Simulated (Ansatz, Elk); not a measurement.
**Bonding as seen by X-rays: BeCu4Bi**

Structure refinements treat a crystal as free atoms side by side. For a made-up structure of BeCu4Bi (cell and positions from a PBE relaxation) the runs below show what the calculated density changes in F(hkl).

Program: Elk 11.2.3 (patched build). Level of theory: DFT, PBE, all-electron APW+lo, Dirac cores, scalar-relativistic bands, static density, no spin. Results are calculated unless marked as measured.

The structure was built from a prototype and need not be the compound's stable phase.

### 1. Starting point

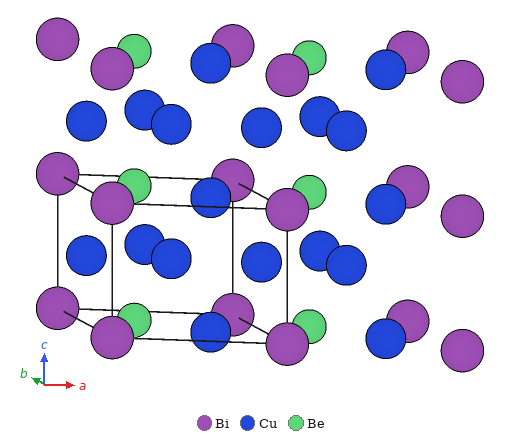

Start, viewed slightly off an axis; bismuth purple, copper blue, beryllium green. 2×1×2 cells are drawn. Some periodic images of atoms are drawn too.

### 2. Ground state and structure factors

An all-electron density is needed, since X-rays see the cores too. Task 0 finds the density and task 195 Fourier-transforms it; tshift is off so that phases refer to the origin typed.

Input file elk.in:

```
tasks
  0
  195

xctype
  20

spinpol
  .false.

rgkmax
  7.0

gmaxvr
  14.0

lmaxo
  7

lmaxapw
  8

swidth
  0.002

tshift
  .false.

ramdisk
  .false.

hmaxvr
  5.5

maxscl
  120

epspot
  1e-06

sppath
  './'

avec
  9.64180094959 0.00000000000 0.00000000000
  -4.82090047479 8.35004456057 0.00000000000
  0.00000000000 0.00000000000 7.34547414106

atoms
  3
  'Bi.in'
  1
  0.0000000000 0.0000000000 0.0000000000   0.000000 0.000000 0.000000
  'Cu.in'
  4
  0.4949721162 0.9899442325 0.5000000000   0.000000 0.000000 0.000000
  0.4949721162 0.5050278838 0.5000000000   0.000000 0.000000 0.000000
  0.0100557675 0.5050278838 0.5000000000   0.000000 0.000000 0.000000
  0.6666666667 0.3333333333 0.0000000000   0.000000 0.000000 0.000000
  'Be.in'
  1
  0.3333333333 0.6666666667 0.0000000000   0.000000 0.000000 0.000000

ngridk
  5 5 6
```

Started as:

```sh
OMP_NUM_THREADS=4 elk
```

Numbers of over 12 decimals in the logs are rounded to 6 here.

The program printed:

```text
┌─────────────────────────┐
│ Elk code version 11.2.3 │
└─────────────────────────┘

All units are atomic (Hartree, Bohr, etc.)

┌─────────────────────────────────────────────────┐
│ Ground-state run starting from atomic densities │
└─────────────────────────────────────────────────┘

Lattice vectors :
   9.641800950       0.000000000       0.000000000
  -4.820900475       8.350044561       0.000000000
   0.000000000       0.000000000       7.345474141

Reciprocal lattice vectors :
  0.6516609646      0.3762366333      -0.000000000
   0.000000000      0.7524732667       0.000000000
   0.000000000      -0.000000000      0.8553818564

Unit cell volume      :    591.3802122
Brillouin zone volume :   0.4194428700

Muffin-tin inner radius fraction :   0.1000000000E-01

Nuclei treated as point charges

Species : 1 (Bi)
 parameters loaded from : Bi.in
 name : bismuth
 nuclear charge    :   -83.00000000
 electronic charge :    83.00000000
 atomic mass :    380947.9285
 muffin-tin radius :    2.800000000
 number of radial points in muffin-tin :   1393
 inner part over the whole radius :   0.9976520004E-02
 number on inner part of muffin-tin    :   1001
 approximate nuclear radius :   0.1052171418E-03
 number of mesh points to nuclear radius :    526
 atomic positions (lattice), magnetic fields (Cartesian) :
  1 :   0.00000000  0.00000000  0.00000000    0.00000000  0.00000000  0.00000000

Species : 2 (Cu)
 parameters loaded from : Cu.in
 name : copper
 nuclear charge    :   -29.00000000
 electronic charge :    29.00000000
 atomic mass :    115837.2717
 muffin-tin radius :    2.304725780
 number of radial points in muffin-tin :    993
 inner part over the whole radius :   0.9855132086E-02
 number on inner part of muffin-tin    :    700
 approximate nuclear radius :   0.7406004541E-04
 number of mesh points to nuclear radius :    337
 atomic positions (lattice), magnetic fields (Cartesian) :
  1 :   0.49497212  0.98994423  0.50000000    0.00000000  0.00000000  0.00000000
  2 :   0.49497212  0.50502788  0.50000000    0.00000000  0.00000000  0.00000000
  3 :   0.01005577  0.50502788  0.50000000    0.00000000  0.00000000  0.00000000
  4 :   0.66666667  0.33333333  0.00000000    0.00000000  0.00000000  0.00000000

Species : 3 (Be)
 parameters loaded from : Be.in
 name : beryllium
 nuclear charge    :   -4.000000000
 electronic charge :    4.000000000
 atomic mass :    16428.20280
 muffin-tin radius :    1.800000000
 number of radial points in muffin-tin :    593
 inner part over the whole radius :   0.9826427374E-02
 number on inner part of muffin-tin    :    403
 approximate nuclear radius :   0.4290726161E-04
 number of mesh points to nuclear radius :    156
 atomic positions (lattice), magnetic fields (Cartesian) :
  1 :   0.33333333  0.66666667  0.00000000    0.00000000  0.00000000  0.00000000

Total number of atoms per unit cell :    6
Total muffin-tin volume :    321.5005782
 ratio of muffin-tin to unit cell volume :   0.5436444636

Spin treatment :
 spin-unpolarised

Number of Bravais lattice symmetries :   24
Number of crystal symmetries         :   12
Crystal has no inversion symmetry
Complex Hermitian eigensolver will be used

k-point grid :      5     5     6
k-point offset :    0.000000000       0.000000000       0.000000000
k-point set is reduced with full crystal symmetry group
Total number of k-points :       28

Muffin-tin radius times maximum |G+k| :    7.000000000
 using average radius
Maximum |G+k| for APW functions       :    3.039315033
Maximum (1/2)|G+k|²                   :    4.618717936
Maximum |G| for potential and density :    14.00000000
Constant for pseudocharge density :   10
 order of it for each species :   17  17  17
 order of it for pair densities of each species (exact exchange by exxq0 0: 18) :   14  10   4
Radial integration step length :    1

G-vector grid sizes :     45    45    35
Number of G-vectors :    27357

Maximum angular momentum used for
 APW functions            :    8
 outer part of muffin-tin :    7
[...]
total energy                :     -28217.278848916

Density of states at Fermi energy :    51.22242230
 (states/Hartree/unit cell)

Estimated indirect band gap :   0.6816457908E-02
 from k-point 13 to k-point 23
Estimated direct band gap   :   0.1002162454E-01
 at k-point 13

Charges :
 core                        :    118.0000000
 valence                     :    85.00000000
 interstitial                :    8.223890718
 muffin-tins (core leakage)
  species : 1 (Bi)
[...]
species : 2 (Cu)
[...]
species : 3 (Be)
[...]
total in muffin-tins        :    194.7761093
 total calculated charge     :    202.9966923
 total charge                :    203.0000000
 error                       :   0.3307676308E-02

RMS change in Kohn-Sham potential (target) :    2.529708555     (  0.1000000000E-05)
Absolute change in total energy (target)   :    1.011989597     (  0.1000000000E-03)

[... loops 3 to 19 left out ...]

┌──────────────────┐
│ Loop number : 20 │
└──────────────────┘

Energies :
 Fermi                       :     0.254202
 sum of occupied eigenvalues :     -17169.953556846
 electron kinetic            :      31994.429260356
 core electron kinetic       :      31106.353380123
 Coulomb                     :     -59538.674500107
 Coulomb potential           :     -48287.182254120
 nuclear-nuclear             :     -2695.2998832619
 electron-nuclear            :     -65462.541268748
 Hartree                     :      8619.1666519028
 Madelung                    :     -35395.083373047
 xc potential                :     -877.20056308109
 exchange                    :     -661.29950971043
 correlation                 :     -10.856506185087
 electron entropic           :    -0.60463129084581E-03
 total energy                :     -28216.401860278

Density of states at Fermi energy :    46.00520892
 (states/Hartree/unit cell)

Estimated indirect band gap :   0.4881511593E-02
 from k-point 26 to k-point 14
Estimated direct band gap   :   0.1875238533E-01
 at k-point 13

Charges :
 core                        :    118.0000000
 valence                     :    85.00000000
 interstitial                :    6.888422734
 muffin-tins (core leakage)
  species : 1 (Bi)
[...]
species : 2 (Cu)
[...]
species : 3 (Be)
[...]
total in muffin-tins        :    196.1115773
 total calculated charge     :    202.9968753
 total charge                :    203.0000000
 error                       :   0.3124678174E-02

RMS change in Kohn-Sham potential (target) :   0.9279544954E-06 (  0.1000000000E-05)
Absolute change in total energy (target)   :   0.1050571154E-04 (  0.1000000000E-03)

Convergence targets achieved

┌──────────────────┐
│ Loop number : 21 │
└──────────────────┘

Energies :
 Fermi                       :     0.254202
 sum of occupied eigenvalues :     -17169.953551867
 electron kinetic            :      31994.429229646
 core electron kinetic       :      31106.353378111
 Coulomb                     :     -59538.674467401
 Coulomb potential           :     -48287.182264727
 nuclear-nuclear             :     -2695.2998832619
 electron-nuclear            :     -65462.541192904
 Hartree                     :      8619.1666087653
 Madelung                    :     -35395.083335037
 xc potential                :     -877.20051678596
 exchange                    :     -661.29950696544
 correlation                 :     -10.856506169575
 electron entropic           :    -0.60463155542051E-03
 total energy                :     -28216.401855521

Density of states at Fermi energy :    46.00522963
 (states/Hartree/unit cell)

Estimated indirect band gap :   0.4881514986E-02
 from k-point 23 to k-point 14
Estimated direct band gap   :   0.1875236768E-01
 at k-point 13

Charges :
 core                        :    118.0000000
 valence                     :    85.00000000
 interstitial                :    6.888423562
 muffin-tins (core leakage)
  species : 1 (Bi)
[...]
species : 2 (Cu)
[...]
atom 3                    :    28.05412021     (  0.2676474879E-03)
   atom 4                    :    28.08156909     (  0.2697586233E-03)
  species : 3 (Be)
   atom 1                    :    2.696039997     (  0.1114252367E-02)
 total in muffin-tins        :    196.1115764
 total calculated charge     :    202.9968753
 total charge                :    203.0000000
 error                       :   0.3124678275E-02

┌──────────────────────────────┐
│ Self-consistent loop stopped │
└──────────────────────────────┘

Warning : core states of species 1 leak from the muffin-tin :   0.6718323742E-03

Warning : core states of species 2 leak from the muffin-tin :   0.2697586233E-03

Warning : core states of species 3 leak from the muffin-tin :   0.1114252367E-02

Wrote STATE.OUT
```

The job ended after 51 s (4 threads of Arm Neoverse V2, shared host; peak memory 0.23 GiB).

SFACRHO.OUT:

```text

h k l indices transformed by vhmat matrix:
   1.000000000       0.000000000       0.000000000    
   0.000000000       1.000000000       0.000000000    
   0.000000000       0.000000000       1.000000000    

      h      k      l  multipl.   |H|            Re(F)            Im(F)           |F|

      0      0      0      1   0.0000000       203.00000     -0.86285294E-17   203.00000    
     -1      0      0      3  0.75247327       35.849428       17.042394       39.694139    
      0     -1      0      3  0.75247327       35.849428      -17.042394       39.694139    
      0      0      1      2  0.85538186       26.809778      0.89649115E-14   26.809778    
      0      1      1      6   1.1392516       83.568291       22.156314       86.455546    
      0     -1      1      6   1.1392516       83.568291      -22.156314       86.455546    
     -2      1      0      6   1.3033219       72.901706     -0.27514995E-07   72.901706    
      0     -2      0      3   1.5049465       122.28105       17.543523       123.53312    
     -2      0      0      3   1.5049465       122.28105      -17.543523       123.53312    
     -2      1     -1     12   1.5589503       112.88775      0.93309024E-09   112.88775    
      0      0     -2      2   1.7107637       151.66370      0.15716088E-13   151.66370    
     -2      0     -1      6   1.7310523      -8.6569347      -16.626349       18.745080    
      2      0      1      6   1.7310523      -8.6569347       16.626349       18.745080    
      1      0     -2      6   1.8689378       32.615915      -13.545492       35.316827    
     -1      0     -2      6   1.8689378       32.615915       13.545492       35.316827    
     -1     -2      0      6   1.9908571       32.264885      -20.470655       38.210869    
      2     -3      0      6   1.9908571       32.264885       20.470655       38.210869    
     -2      1     -2     12   2.1506651       62.520372     -0.22631151E-07   62.520372
```

Elk indexes on the primitive cell of elk.in and gives |H| = 4π sin θ/λ in inverse bohr. Below, one row stands for each form hkl of the conventional cell (m members, Friedel mates merged), F is for one primitive cell and the density is static (no thermal factor). Free-atom factors are Waasmaier and Kirfel's, and R is Σm||F|−|F'||/Σm|F|.

```tsv
hkl	m	sin θ/λ (Å⁻¹)	abs F, DFT	neutral atoms	diff.	abs of complex diff.
100	6	0.113	39.694	39.858	-0.164	0.198
001	2	0.129	26.810	26.600	+0.210	0.210
101	12	0.171	86.456	86.718	-0.262	0.344
110	6	0.196	72.902	72.832	+0.070	0.070
200	6	0.226	123.533	124.560	-1.026	1.044
111	12	0.234	112.888	113.656	-0.768	0.768
002	2	0.257	151.664	153.163	-1.499	1.499
201	12	0.260	18.745	19.571	-0.826	1.224
102	12	0.281	35.317	34.903	+0.414	0.540
210	12	0.299	38.211	38.044	+0.166	0.495
112	12	0.323	62.520	62.547	-0.026	0.026
211	24	0.326	69.758	69.873	-0.114	0.164
300	6	0.340	61.510	61.451	+0.059	0.100
202	12	0.343	104.918	105.305	-0.387	0.392
```

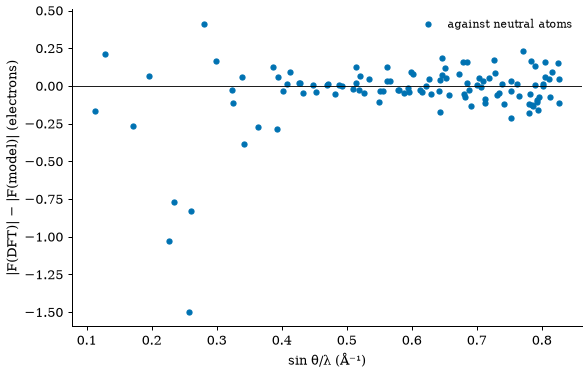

Difference between the calculated structure factors and the independent-atom ones.

### 3. The highest occupied states alone

An energy window below the Fermi level keeps the highest occupied states, to see at which angles they scatter; shallow core shells can lie inside it and anion s states outside. No new self-consistency is needed.

Changes to elk.in since step 2:

```diff
@@ -1,3 +1,2 @@
 tasks
-  0
   195
@@ -40,2 +39,5 @@
 
+wsfac
+  -0.297040 0.554200
+
 sppath
```

Started as:

```sh
OMP_NUM_THREADS=4 elk
```

The program printed:

```text
┌─────────────────────────────────┐
│ Elk code version 11.2.3 started │
└─────────────────────────────────┘

Info(readinput): the functional depends on the density's gradient
 muffin-tin radial points multiplied by    2.00000
 (not where nrmtscf is given)

┌────────────────────┐
│ Current task : 195 │
└────────────────────┘
Info(checkmt): changed muffin-tin radius of species 2 (Cu) from   2.4000 to   2.3047

Info(sfacrho): density structure factors written to SFACRHO.OUT

 Energy window :  -0.2970400000      0.5542000000

┌──────────────────┐
│ Elk code stopped │
└──────────────────┘
```

Elapsed: 11 s, on 4 threads; peak memory 0.16 GiB.

States within 15 eV below the Fermi level hold 51.00 electrons; any levels below the window count with the cores. Their amplitudes can exceed the total, where window and core parts have opposite phase:

```tsv
hkl	sin θ/λ (Å⁻¹)	abs F, window	abs F, all
100	0.113	13.320	39.694
001	0.129	14.724	26.810
101	0.171	8.279	86.456
110	0.196	0.790	72.902
200	0.226	15.988	123.533
111	0.234	11.840	112.888
002	0.257	21.579	151.664
201	0.260	19.410	18.745
102	0.281	8.447	35.317
210	0.299	8.836	38.211
```

### 4. Another functional

The difference from free atoms is small, so it is set against the change that LDA (Perdew-Wang) makes.

Changes to elk.in since step 3:

```diff
@@ -1,2 +1,3 @@
 tasks
+  0
   195
@@ -4,3 +5,3 @@
 xctype
-  20
+  3
 
@@ -39,5 +40,2 @@
 
-wsfac
-  -0.297040 0.554200
-
 sppath
```

Started as:

```sh
OMP_NUM_THREADS=4 elk
```

The program printed:

```text
┌─────────────────────────┐
│ Elk code version 11.2.3 │
└─────────────────────────┘

All units are atomic (Hartree, Bohr, etc.)

┌─────────────────────────────────────────────────┐
│ Ground-state run starting from atomic densities │
└─────────────────────────────────────────────────┘

Lattice vectors :
   9.641800950       0.000000000       0.000000000
  -4.820900475       8.350044561       0.000000000
   0.000000000       0.000000000       7.345474141

Reciprocal lattice vectors :
  0.6516609646      0.3762366333      -0.000000000
[...]
species : 3 (Be)
   atom 1                    :    2.690295008     (  0.1208916918E-02)
 total in muffin-tins        :    196.1843935
 total calculated charge     :    202.9967187
 total charge                :    203.0000000
 error                       :   0.3281324473E-02

┌──────────────────────────────┐
│ Self-consistent loop stopped │
└──────────────────────────────┘

Warning : core states of species 1 leak from the muffin-tin :   0.6747392890E-03

Warning : core states of species 2 leak from the muffin-tin :   0.2798353386E-03

Warning : core states of species 3 leak from the muffin-tin :   0.1208916918E-02

Wrote STATE.OUT
[key lines of the parts left out:]
total energy                :     -28194.520874057
```

The job ended after 32 s (4 threads; peak memory 0.16 GiB; 1.7 min of CPU time).

Against the first run R = 0.02 %; the largest change is -0.072 at 220.

### 5. Basis size

A smaller basis shows how fast F responds to it; the change is likely larger than the basis error of the first run, but doesn't show convergence.

Changes to elk.in since step 4:

```diff
@@ -5,3 +5,3 @@
 xctype
-  3
+  20
 
@@ -11,3 +11,3 @@
 rgkmax
-  7.0
+  5.5
```

Started as:

```sh
OMP_NUM_THREADS=4 elk
```

The program printed:

```text
┌─────────────────────────┐
│ Elk code version 11.2.3 │
└─────────────────────────┘

All units are atomic (Hartree, Bohr, etc.)

┌─────────────────────────────────────────────────┐
│ Ground-state run starting from atomic densities │
└─────────────────────────────────────────────────┘

Lattice vectors :
   9.641800950       0.000000000       0.000000000
  -4.820900475       8.350044561       0.000000000
   0.000000000       0.000000000       7.345474141

Reciprocal lattice vectors :
  0.6516609646      0.3762366333      -0.000000000
[...]
species : 3 (Be)
   atom 1                    :    2.685593234     (  0.1110855698E-02)
 total in muffin-tins        :    195.9077376
 total calculated charge     :    202.9971572
 total charge                :    203.0000000
 error                       :   0.2842828125E-02

┌──────────────────────────────┐
│ Self-consistent loop stopped │
└──────────────────────────────┘

Warning : core states of species 1 leak from the muffin-tin :   0.6724510190E-03

Warning : core states of species 2 leak from the muffin-tin :   0.2699461379E-03

Warning : core states of species 3 leak from the muffin-tin :   0.1110855698E-02

Wrote STATE.OUT
[key lines of the parts left out:]
total energy                :     -28216.199702395
```

Run time: 41 s. Hardware: 4 threads; peak memory 0.22 GiB.

Against the first run R = 0.02 %; the largest change is +0.103 at 220.

### 6. Settings against the effect

```tsv
run	R against the first run (%)	R against neutral atoms, low angle (%)	wall time
PBE, rgkmax 7	0.00	0.76	51 s
LDA (Perdew-Wang)	0.02	0.77	32 s
rgkmax 5.5	0.02	0.78	41 s
```

### 7. Summary of results

```
R against neutral atoms, sin θ/λ < 0.3 Å⁻¹ : 0.76 %
R against neutral atoms, 0.3 to 0.83 Å⁻¹   : 0.15 %
```

Independent neutral atoms miss the calculated amplitudes by R = 0.76 % below 0.3 Å⁻¹ and 0.15 % from there to 0.83 Å⁻¹; by shells, 0.48 % below 0.15 Å⁻¹ (2 forms), 0.78 % 0.15 to 0.3 (8 forms), 0.15 % 0.3 to 0.45 (15 forms), 0.15 % above 0.45 (88 forms). Bonding, aspherical density and the tables' own atoms all enter these figures, and the runs don't part them. The largest change of an amplitude is -1.50 electrons, at 002. R counts amplitudes alone; phases shift too. The window's part falls from 51.0 electrons at the origin to at most 9.46 between 0.45 and 0.83 Å⁻¹, where compact states inside the window still scatter. Below 0.3 Å⁻¹ the changes that finished (LDA (Perdew-Wang) and rgkmax 5.5) move F by R = 0.02 % at most, against the 0.76 % that separates it from free atoms. The k-mesh has no finished test. These runs have no spin, though d or f shells may be open. Spin-orbit coupling is left out, which can matter for elements this heavy. Part of the difference isn't bonding: the tables are fits to free atoms and ions calculated by other methods than this functional. Thermal motion, anomalous dispersion and extinction are left out.

[Logs are printed without paths, hosts, clocks, repeated set-up lines and the standing remarks that a program may print on its own settings, such as how far it seeks lower states.]

[Hosts, paths, dates, database ids (printed as entryN), source tags and the programs' standing remarks are cut or masked in the printed files.]
